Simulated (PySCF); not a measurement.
# C₅H₁₁O₂Si (doublet): what the fields show

```xyz
19

C     3.9187   -0.7519    0.1628
C     2.9608    0.3060   -0.1804
O     1.6487   -0.1438   -0.0870
Si    0.3461    0.5625   -0.7154
O    -0.7805   -0.4675   -0.2005
C    -2.1327   -0.4193   -0.4495
C    -2.9871    0.5883    0.2556
C    -3.0686   -0.8661    0.6268
H     3.5587   -1.7017    0.4974
H     4.9701   -0.5621    0.0915
H     3.1573    0.6948   -1.1970
H     3.0885    1.1809    0.4881
H     0.1473    1.9216   -0.1976
H     0.4128    0.6241   -2.1801
H    -2.3780   -0.6513   -1.4816
H    -3.8070    1.0366   -0.2837
H    -2.4911    1.2516    0.9459
H    -2.6278   -1.1650    1.5643
H    -3.9460   -1.4285    0.3480
```

Geometry: GFN2-xTB.

Computed with UKS B3LYP, pcH-1 on C H O Si, non-relativistic, mean-field spin-orbit, GIAO in PySCF 2.14.0, density-fitted response routines.

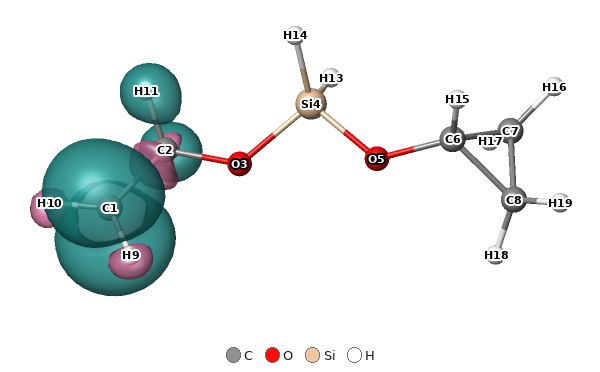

Figure 1. Isosurfaces of the spin density (α minus β) at +0.02 (teal) and −0.02 e/Å³ (pink), seen at a tilt.

> Where is the unpaired spin?

The unpaired spin (1 electron) lies mostly on C1 (about 0.7), in electrons by Hirshfeld's partition.

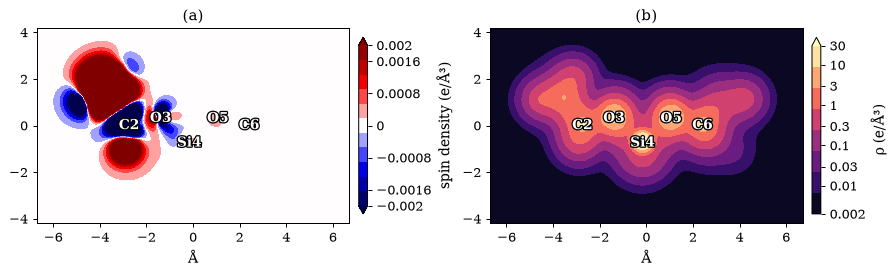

Figure 2. (a) spin density; (b) electron density on the plane of atoms C2, O3 and Si4.

> What do the fields say about this system?

The section cuts through C, O and Si sites.
C–O (1.38 Å): ρ at the midpoint is about 2 e/Å³, with its minimum of 1.7 e/Å³ about 0.5 Å from C.
Si–O (1.61 Å): ρ at the midpoint is about 1.1 e/Å³.

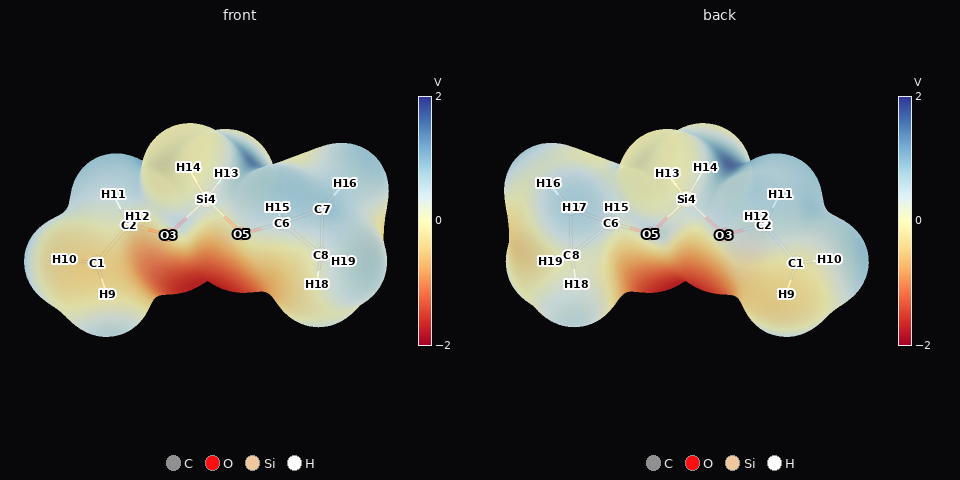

Figure 3. The molecular electrostatic potential painted on the density surface at 0.002 e/bohr³, seen from the front and from behind; red is negative and blue positive.

> Which sites attract a positive test charge, and which a negative one?

A positive charge is drawn to the negative regions and a negative charge to the positive ones. The most negative region (about −1.7 V, or −39 kcal/mol for a unit charge) lies over O3 and O5, the most positive (about +1.5 V, or +35 kcal/mol for a unit charge) over Si4.
